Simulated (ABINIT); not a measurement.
# LiH (Fm-3m): G0W0 in ABINIT against the bands in the screening

Wanted: the cheapest bands in the screening that holds the gap of LiH (Fm-3m).

Method: PBE and many-body steps on it, plane waves, in ABINIT 10.8.3.

The database entry behind the starting cell differs from later determinations by our own check (the deuteride, about 0.2 % short), so it need not match the best structure at ambient conditions.

### Step 1. Starting point

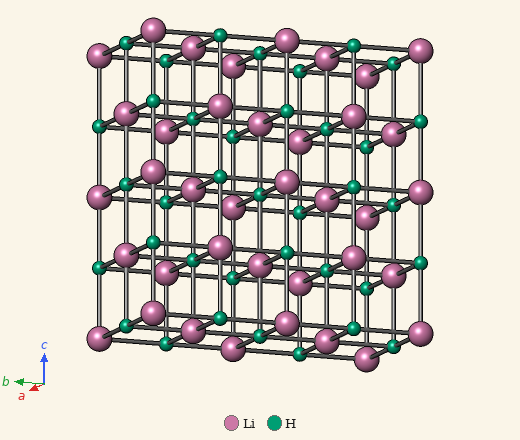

The starting structure, seen from a free direction (lithium pink, hydrogen teal). 1×2×2 cells are drawn. This picture shows the conventional cell, with its axes. Some periodic images of atoms are drawn too.

The cell and positions come from the Crystallography Open Database and are kept as given unless a step says otherwise.

### Step 2. Screening, 8×8×8 mesh, 10 bands, screening to 261.2 eV

This step: ABINIT 10.8.3; RPA screening on PBE, plane waves, norm-conserving pseudopotentials.

The RPA dielectric matrix is built and inverted for each q.

run.abi

```
acell 3*1.0 Angstrom
rprim 
  -0.000000000000 2.036750000000 2.036750000000
  2.036750000000 -0.000000000000 2.036750000000
  2.036750000000 2.036750000000 -0.000000000000
ntypat 2
znucl 3 1
natom 2
typat 1 2
xred 
  0.000000000000 0.000000000000 0.000000000000
  0.500000000000 0.500000000000 0.500000000000
pp_dirpath "pseudos"
pseudos "Li.upf, H.upf"
ecut 33
ngkpt 8 8 8
nshiftk 1
shiftk 0 0 0
kptopt 1
chksymbreak 0
istwfk *1
occopt 1
irdwfk 1
optdriver 3
nband 10
ecuteps 9.6
inclvkb 2
awtr 1
symchi 1
indata_prefix "in"
outdata_prefix "out"
tmpdata_prefix "tmp"
```

The run is started by

```
$ OMP_NUM_THREADS=1 mpirun -n 4 abinit run.abi > log
```

The program printed:

```text
.Version 10.8.3 of ABINIT. v10.8.2 released Aug 2026.

 Symmetries : space group Fm -3 m (#225); Bravais cF (face-center cubic)
[... echo of the input left out ...]
== DATASET  1 ==================================================================
-   mpi_nproc: 4, omp_nthreads: 1 (-1 if OMP is not activated)

--- !DatasetInfo
iteration_state: {dtset: 1, }
dimensions: {natom: 2, nkpt: 29, mband: 10, nsppol: 1, nspinor: 1, nspden: 1, mpw: 1056, }
cutoff_energies: {ecut:  33.0, pawecutdg:  -1.0, }
electrons: {nelect:   4.00000000E+00, charge:   0.00000000E+00, occopt:   1.00000000E+00, tsmear:   1.00000000E-02, }

 SCREENING: Calculation of the susceptibility and dielectric matrices

 Based on a program developped by R.W. Godby, V. Olevano, G. Onida, and L. Reining.
 Incorporated in ABINIT by V. Olevano, G.-M. Rignanese, and M. Torrent.
.Using double precision arithmetic ; gwpc =  8

[... cell and pseudopotentials left out ...]
--------------------------------------------------------------------------------

 ==== K-mesh for the wavefunctions ====
 Number of points in the irreducible wedge :    29
[... list of points left out ...]
 Together with 48 symmetry operations and time-reversal symmetry
 yields   512 points in the full Brillouin Zone.

 ==== Q-mesh for the screening function ====
 Number of points in the irreducible wedge :    29
[... list of points left out ...]
 Together with 48 symmetry operations and time-reversal symmetry
 yields   512 points in the full Brillouin Zone.

 setmesh: FFT mesh size selected  =    24x   24x   24
          total number of points  =        13824

 vcoul_init : cutoff-mode = AUXILIARY_FUNCTION
 q-points for optical limit:   1
     1)      0.000010    0.000020    0.000030

- screening: taking advantage of time-reversal symmetry
- Maximum band index for partially occupied states nbvw = 2
- Remaining bands to be divided among processors   nbcw = 8
- Number of bands treated by each node ~2

 Number of electrons calculated from density =    4.0000; Expected =    4.0000
 average of density, n =  0.035077
 r_s =    1.8951
 omega_plasma =   18.0662 [eV]

 calculating chi0 at frequencies [eV] :
  1    0.000000E+00    0.000000E+00
  2    0.000000E+00    1.806615E+01

--------------------------------------------------------------------------------
  q-point number  1        q = ( 0.000000, 0.000000, 0.000000) [r.l.u.]
--------------------------------------------------------------------------------
[... chi0 elements left out ...]
 For q-point:  0.000010 0.000020 0.000030
  dielectric constant =   3.9856
  dielectric constant without local fields =   4.3927

  Average fulfillment of the sum rule on Im[epsilon] for q-point    1 :     27.13  [%]
[... wings left out ...]
  q-point number  2        q = ( 0.125000, 0.000000, 0.000000) [r.l.u.]
--------------------------------------------------------------------------------
[... chi0 elements left out ...]
  Average fulfillment of the sum rule on Im[epsilon] for q-point    2 :     66.21  [%]

 [... 27 further q-points ...]
```

It took 8.6 s on 4 MPI ranks of AMD EPYC 7R43, shared host; peak memory 0.53 GiB.

Numbers from this step:

```
ε∞ with local fields, on this mesh, along the program's q direction : 3.986
the same without local fields                                       : 4.393
plasma frequency                                                    : 18.07 eV
plane waves in the screening matrix                                 : 169
```

Local fields lower ε∞ by 9 %.

### Step 3. 10 bands

This step: G0W0 on PBE, plane waves, norm-conserving pseudopotentials.

run.abi: that of step 2 with these lines changed.

```diff
@@ -23,8 +23,17 @@
 irdwfk 1
-optdriver 3
-nband 10
+optdriver 4
+nband 79
+gwcalctyp 0
+ecutsigx 33
+symsigma 1
+nkptgw 2
+kptgw 
+  0.5000000000 0.5000000000 0.0000000000
+  0.0000000000 0.0000000000 0.0000000000
+bdgw 
+  1 5
+  1 6
 ecuteps 9.6
-inclvkb 2
-awtr 1
-symchi 1
+irdscr 1
+ppmodel 1
 indata_prefix "in"
```

The program printed:

```text
.Version 10.8.3 of ABINIT. v10.8.2 released Aug 2026.

 Symmetries : space group Fm -3 m (#225); Bravais cF (face-center cubic)
[... echo of the input left out ...]
== DATASET  1 ==================================================================
-   mpi_nproc: 4, omp_nthreads: 1 (-1 if OMP is not activated)

--- !DatasetInfo
iteration_state: {dtset: 1, }
dimensions: {natom: 2, nkpt: 29, mband: 79, nsppol: 1, nspinor: 1, nspden: 1, mpw: 1056, }
cutoff_energies: {ecut:  33.0, pawecutdg:  -1.0, }
electrons: {nelect:   4.00000000E+00, charge:   0.00000000E+00, occopt:   1.00000000E+00, tsmear:   1.00000000E-02, }

 SIGMA: Calculation of the GW corrections

 Based on a program developped by R.W. Godby, V. Olevano, G. Onida, and L. Reining.
 Incorporated in ABINIT by V. Olevano, G.-M. Rignanese, and M. Torrent.
.Using double precision arithmetic ; gwpc =  8

[... cell and pseudopotentials left out ...]
--------------------------------------------------------------------------------

 ==== K-mesh for the wavefunctions ====
 Number of points in the irreducible wedge :    29
[... list of points left out ...]
 Together with 48 symmetry operations and time-reversal symmetry
 yields   512 points in the full Brillouin Zone.

 ==== Q-mesh for screening function ====
 Number of points in the irreducible wedge :    29
[... list of points left out ...]
 Together with 48 symmetry operations and time-reversal symmetry
 yields   512 points in the full Brillouin Zone.

 vcoul_init : cutoff-mode = AUXILIARY_FUNCTION
 q-points for optical limit:   1
     1)      0.000010    0.000020    0.000030
 setmesh: FFT mesh size selected  =    30x   30x   30
          total number of points  =        27000

 Number of electrons calculated from density =    4.0000; Expected =    4.0000
 average of density, n =  0.035077
 r_s =    1.8951
 omega_plasma =   18.0662 [eV]

 === KS Band Gaps ===
  >>>> For spin  1
   Minimum direct gap =   3.0221 [eV], located at k-point      :   0.5000  0.5000  0.0000
   Fundamental gap    =   3.0221 [eV], Top of valence bands at :   0.5000  0.5000  0.0000
                                       Bottom of conduction at :   0.5000  0.5000  0.0000
 SIGMA fundamental parameters:
 PLASMON POLE MODEL  1
 number of plane-waves for SigmaX                 1037
 number of plane-waves for SigmaC and W            169
 number of plane-waves for wavefunctions          1037
 number of bands                                    79
 number of independent spin polarizations            1
 number of spinorial components                      1
 number of k-points in IBZ                          29
 number of q-points in IBZ                          29
 number of symmetry operations                      48
 number of k-points in BZ                          512
 number of q-points in BZ                          512
 number of frequencies for dSigma/dE                 9
 frequency step for dSigma/dE [eV]                0.25
 number of omega for Sigma on real axis              0
 max omega for Sigma on real axis  [eV]           0.00
 zcut for avoiding poles [eV]                     0.10

 EPSILON^-1 parameters (SCR file):
 dimension of the eps^-1 matrix on file            169
 dimension of the eps^-1 matrix used               169
 number of plane-waves for wavefunctions          1037
 number of bands                                    10
 number of q-points in IBZ                          29
 number of frequencies                               2
 number of real frequencies                          1
 number of imag frequencies                          1

 matrix elements of self-energy operator (all in [eV])

 Perturbative Calculation

--- !SelfEnergy_ee
iteration_state: {dtset: 1, }
kpoint     : [   0.500,    0.500,    0.000, ]
spin       : 1
KS_gap     :    3.022
QP_gap     :    4.829
Delta_QP_KS:    1.807
data: !SigmaeeData |
     Band     E0 <VxcDFT>   SigX SigC(E0)      Z dSigC/dE  Sig(E)    E-E0       E
        1 -44.599 -25.708 -39.786   5.165   0.772  -0.295 -32.588  -6.880 -51.479
        2  -0.348 -11.306 -14.553   1.874   0.772  -0.296 -12.366  -1.059  -1.407
        3   2.674  -7.648  -3.711  -3.018   0.813  -0.230  -6.900   0.747   3.421
        4  10.239  -8.235  -2.670  -4.212   0.780  -0.283  -7.181   1.055  11.294
        5  10.239  -8.235  -2.670  -4.212   0.780  -0.283  -7.181   1.055  11.294

--- !SelfEnergy_ee
iteration_state: {dtset: 1, }
kpoint     : [   0.000,    0.000,    0.000, ]
spin       : 1
KS_gap     :   20.729
QP_gap     :   22.818
Delta_QP_KS:    2.088
data: !SigmaeeData |
     Band     E0 <VxcDFT>   SigX SigC(E0)      Z dSigC/dE  Sig(E)    E-E0       E
        1 -44.649 -25.626 -39.725   5.177   0.774  -0.292 -32.532  -6.906 -51.555
        2  -5.602  -9.916 -15.631   3.748   0.712  -0.404 -11.316  -1.400  -7.002
        3  15.128 -11.718  -4.656  -5.997   0.646  -0.548 -11.030   0.688  15.816
        4  17.057  -8.964  -2.438  -5.049   0.716  -0.396  -7.906   1.058  18.115
        5  17.057  -8.964  -2.438  -5.049   0.716  -0.396  -7.906   1.058  18.115
        6  17.057  -8.964  -2.438  -5.049   0.716  -0.396  -7.906   1.058  18.115

== END DATASET(S) ==============================================================
================================================================================

 -outvars: echo values of variables after computation  --------
           etotal      0.0000000000E+00
            nband          79
             nkpt          29
          spgroup         225
 [... the other variables as echoed above ...]

 Calculation completed.
```

It took 16 s on 4 MPI ranks; peak memory 1.1 GiB; 62 s of CPU time.

Numbers from this step:

```
G0W0 gap on the points computed              : 4.828 eV
starting gap on the mesh                     : 3.022 eV
k of the valence top                         : 0.5, 0.5, 0
k of the conduction bottom                   : 0.5, 0.5, 0
Z at the valence top                         : 0.772
Z at the conduction bottom                   : 0.813
least direct G0W0 gap on the computed points : 4.828 eV
```

### Step 4. Screening, 8×8×8 mesh, 19 bands, screening to 261.2 eV

This step: RPA screening on PBE, plane waves, norm-conserving pseudopotentials.

run.abi: that of step 3 with these lines changed.

```diff
@@ -23,17 +23,8 @@
 irdwfk 1
-optdriver 4
-nband 79
-gwcalctyp 0
-ecutsigx 33
-symsigma 1
-nkptgw 2
-kptgw 
-  0.5000000000 0.5000000000 0.0000000000
-  0.0000000000 0.0000000000 0.0000000000
-bdgw 
-  1 5
-  1 6
+optdriver 3
+nband 19
 ecuteps 9.6
-irdscr 1
-ppmodel 1
+inclvkb 2
+awtr 1
+symchi 1
 indata_prefix "in"
```

The program printed:

```text
.Version 10.8.3 of ABINIT. v10.8.2 released Aug 2026.

 Symmetries : space group Fm -3 m (#225); Bravais cF (face-center cubic)
[... echo of the input left out ...]
== DATASET  1 ==================================================================
-   mpi_nproc: 4, omp_nthreads: 1 (-1 if OMP is not activated)

--- !DatasetInfo
iteration_state: {dtset: 1, }
dimensions: {natom: 2, nkpt: 29, mband: 19, nsppol: 1, nspinor: 1, nspden: 1, mpw: 1056, }
cutoff_energies: {ecut:  33.0, pawecutdg:  -1.0, }
electrons: {nelect:   4.00000000E+00, charge:   0.00000000E+00, occopt:   1.00000000E+00, tsmear:   1.00000000E-02, }

 SCREENING: Calculation of the susceptibility and dielectric matrices

 Based on a program developped by R.W. Godby, V. Olevano, G. Onida, and L. Reining.
 Incorporated in ABINIT by V. Olevano, G.-M. Rignanese, and M. Torrent.
.Using double precision arithmetic ; gwpc =  8

[... cell and pseudopotentials left out ...]
--------------------------------------------------------------------------------

 ==== K-mesh for the wavefunctions ====
 Number of points in the irreducible wedge :    29
[... list of points left out ...]
 Together with 48 symmetry operations and time-reversal symmetry
 yields   512 points in the full Brillouin Zone.

 ==== Q-mesh for the screening function ====
 Number of points in the irreducible wedge :    29
[... list of points left out ...]
 Together with 48 symmetry operations and time-reversal symmetry
 yields   512 points in the full Brillouin Zone.

 setmesh: FFT mesh size selected  =    24x   24x   24
          total number of points  =        13824

 vcoul_init : cutoff-mode = AUXILIARY_FUNCTION
 q-points for optical limit:   1
     1)      0.000010    0.000020    0.000030

- screening: taking advantage of time-reversal symmetry
- Maximum band index for partially occupied states nbvw = 2
- Remaining bands to be divided among processors   nbcw = 17
- Number of bands treated by each node ~4

 Number of electrons calculated from density =    4.0000; Expected =    4.0000
 average of density, n =  0.035077
 r_s =    1.8951
 omega_plasma =   18.0662 [eV]

 calculating chi0 at frequencies [eV] :
  1    0.000000E+00    0.000000E+00
  2    0.000000E+00    1.806615E+01

--------------------------------------------------------------------------------
  q-point number  1        q = ( 0.000000, 0.000000, 0.000000) [r.l.u.]
--------------------------------------------------------------------------------
[... chi0 elements left out ...]
 For q-point:  0.000010 0.000020 0.000030
  dielectric constant =   4.0029
  dielectric constant without local fields =   4.4002

  Average fulfillment of the sum rule on Im[epsilon] for q-point    1 :     55.59  [%]
[... wings left out ...]
  q-point number  2        q = ( 0.125000, 0.000000, 0.000000) [r.l.u.]
--------------------------------------------------------------------------------
[... chi0 elements left out ...]
  Average fulfillment of the sum rule on Im[epsilon] for q-point    2 :     78.90  [%]

 [... 27 further q-points ...]
```

Elapsed: 17 s, on 4 MPI ranks; peak memory 0.59 GiB.

Numbers from this step:

- ε∞ with local fields, on this mesh, along the program's q direction: 4.003
- the same without local fields: 4.400
- plasma frequency: 18.07 eV
- plane waves in the screening matrix: 169

### Step 5. 19 bands

The self-energy is evaluated for the states that the input lists, and the levels follow from it, in one-shot runs by the linearised quasiparticle equation.

This step: G0W0 on PBE, plane waves, norm-conserving pseudopotentials.

run.abi: that of step 4 with these lines changed.

```diff
@@ -23,8 +23,17 @@
 irdwfk 1
-optdriver 3
-nband 19
+optdriver 4
+nband 79
+gwcalctyp 0
+ecutsigx 33
+symsigma 1
+nkptgw 2
+kptgw 
+  0.5000000000 0.5000000000 0.0000000000
+  0.0000000000 0.0000000000 0.0000000000
+bdgw 
+  1 5
+  1 6
 ecuteps 9.6
-inclvkb 2
-awtr 1
-symchi 1
+irdscr 1
+ppmodel 1
 indata_prefix "in"
```

The program printed:

```text
.Version 10.8.3 of ABINIT. v10.8.2 released Aug 2026.

 Symmetries : space group Fm -3 m (#225); Bravais cF (face-center cubic)
[... echo of the input left out ...]
== DATASET  1 ==================================================================
-   mpi_nproc: 4, omp_nthreads: 1 (-1 if OMP is not activated)

--- !DatasetInfo
iteration_state: {dtset: 1, }
dimensions: {natom: 2, nkpt: 29, mband: 79, nsppol: 1, nspinor: 1, nspden: 1, mpw: 1056, }
cutoff_energies: {ecut:  33.0, pawecutdg:  -1.0, }
electrons: {nelect:   4.00000000E+00, charge:   0.00000000E+00, occopt:   1.00000000E+00, tsmear:   1.00000000E-02, }

 SIGMA: Calculation of the GW corrections

 Based on a program developped by R.W. Godby, V. Olevano, G. Onida, and L. Reining.
 Incorporated in ABINIT by V. Olevano, G.-M. Rignanese, and M. Torrent.
.Using double precision arithmetic ; gwpc =  8

[... cell and pseudopotentials left out ...]
--------------------------------------------------------------------------------

 ==== K-mesh for the wavefunctions ====
 Number of points in the irreducible wedge :    29
[... list of points left out ...]
 Together with 48 symmetry operations and time-reversal symmetry
 yields   512 points in the full Brillouin Zone.

 ==== Q-mesh for screening function ====
 Number of points in the irreducible wedge :    29
[... list of points left out ...]
 Together with 48 symmetry operations and time-reversal symmetry
 yields   512 points in the full Brillouin Zone.

 vcoul_init : cutoff-mode = AUXILIARY_FUNCTION
 q-points for optical limit:   1
     1)      0.000010    0.000020    0.000030
 setmesh: FFT mesh size selected  =    30x   30x   30
          total number of points  =        27000

 Number of electrons calculated from density =    4.0000; Expected =    4.0000
[...]
number of omega for Sigma on real axis              0
 max omega for Sigma on real axis  [eV]           0.00
 zcut for avoiding poles [eV]                     0.10

 EPSILON^-1 parameters (SCR file):
 dimension of the eps^-1 matrix on file            169
 dimension of the eps^-1 matrix used               169
 number of plane-waves for wavefunctions          1037
 number of bands                                    19
 number of q-points in IBZ                          29
 number of frequencies                               2
 number of real frequencies                          1
 number of imag frequencies                          1

 matrix elements of self-energy operator (all in [eV])

 Perturbative Calculation

--- !SelfEnergy_ee
iteration_state: {dtset: 1, }
kpoint     : [   0.500,    0.500,    0.000, ]
spin       : 1
KS_gap     :    3.022
QP_gap     :    4.878
Delta_QP_KS:    1.856
data: !SigmaeeData |
     Band     E0 <VxcDFT>   SigX SigC(E0)      Z dSigC/dE  Sig(E)    E-E0       E
        1 -44.599 -25.708 -39.786   5.409   0.771  -0.298 -32.388  -6.680 -51.279
        2  -0.348 -11.306 -14.553   1.648   0.772  -0.295 -12.541  -1.234  -1.582
        3   2.674  -7.648  -3.711  -3.171   0.812  -0.231  -7.026   0.622   3.296
[...]
--- !SelfEnergy_ee
iteration_state: {dtset: 1, }
kpoint     : [   0.000,    0.000,    0.000, ]
spin       : 1
KS_gap     :   20.729
QP_gap     :   22.863
Delta_QP_KS:    2.133
data: !SigmaeeData |
     Band     E0 <VxcDFT>   SigX SigC(E0)      Z dSigC/dE  Sig(E)    E-E0       E
[...]
5  17.057  -8.964  -2.438  -5.188   0.714  -0.400  -8.008   0.956  18.012
        6  17.057  -8.964  -2.438  -5.188   0.714  -0.400  -8.008   0.956  18.012

== END DATASET(S) ==============================================================
================================================================================

 -outvars: echo values of variables after computation  --------
           etotal      0.0000000000E+00
            nband          79
             nkpt          29
          spgroup         225
 [... the other variables as echoed above ...]

 Calculation completed.
```

Wall time 16 s (4 MPI ranks); peak memory 1.1 GiB.

This step gave:

```
G0W0 gap on the points computed              : 4.878 eV
starting gap on the mesh                     : 3.022 eV
k of the valence top                         : 0.5, 0.5, 0
k of the conduction bottom                   : 0.5, 0.5, 0
Z at the valence top                         : 0.772
Z at the conduction bottom                   : 0.812
least direct G0W0 gap on the computed points : 4.878 eV
```

The gap on the mesh goes from 3.02 eV to 4.88 eV, a correction of +1.86 eV.

[end of part 1 of 2]

[Paths, hosts, dates, memory and timing lines, banners, echoed tables and standing remarks are left out of the program output.]

[Logs are printed without paths, hosts, clocks, repeated set-up lines and the standing remarks that a program may print on its own settings, such as how far it seeks lower states.]

[Runs of the session that timed out or met a known fault of the program may be left out.]

[Hosts, paths, dates, database ids (printed as entryN), source tags and the programs' standing remarks are cut or masked in the printed files.]

[G0W0 gaps are taken among the corrected bands and points alone; a level outside them can change the order at an edge.]

[Where Ansatz stands beside ABINIT at settings called matched, ABINIT's density can come from a denser mesh and the files from another edition; pairs whose starting gaps differed by over 0.03 eV were left out, so agreement reads better than it is.]
